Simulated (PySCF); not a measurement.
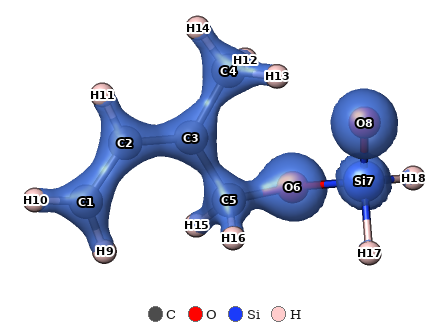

Figure. C₅H₁₀O₂Si (charge −1, doublet). Isosurface of the total electron density at 1.5 e/Å³ (blue), seen at a tilt.

Geometry: GFN2-xTB.

The calculation used PySCF 2.14.0, density-fitted response routines, UKS B3LYP, pcH-1 on C H O Si, non-relativistic, mean-field spin-orbit, GIAO.

```csv
atom,x (Å),y (Å),z (Å)
C,2.7823,0.0165,-0.7507
C,1.8752,0.7352,-0.0200
C,0.5958,0.3424,0.3492
C,-0.2953,1.2264,1.1260
C,0.0337,-0.9887,-0.0656
O,-1.2250,-1.2615,0.3943
Si,-2.5894,-0.6878,-0.4318
O,-2.7492,0.8415,-0.5403
H,2.5571,-0.9621,-1.1336
H,3.7568,0.4154,-0.9775
H,2.1888,1.7198,0.3182
H,-0.6512,0.7139,2.0215
H,-1.2020,1.4107,0.5285
H,0.1859,2.1656,1.3959
H,0.7146,-1.7880,0.2941
H,0.0624,-1.0362,-1.1729
H,-2.4975,-1.4064,-1.7451
H,-3.5516,-1.4504,0.3980
```

How is the density connected at this value?

Answer. At this value the surface falls into five separate pieces. It bridges the sampled C–O (1.37 Å), C–C (1.37 Å) and C–H (1.07 Å) contacts, where the density stays above the isovalue. It is pinched off along the sampled Si–O (1.54 Å) contacts. On the grid the lowest density along these lines, outside the cores, is 2 e/Å³ (C–O, 1.37 Å), 2.2 e/Å³ (C–C, 1.37 Å), 1.3 e/Å³ (Si–O, 1.54 Å) and 1.9 e/Å³ (C–H, 1.07 Å).
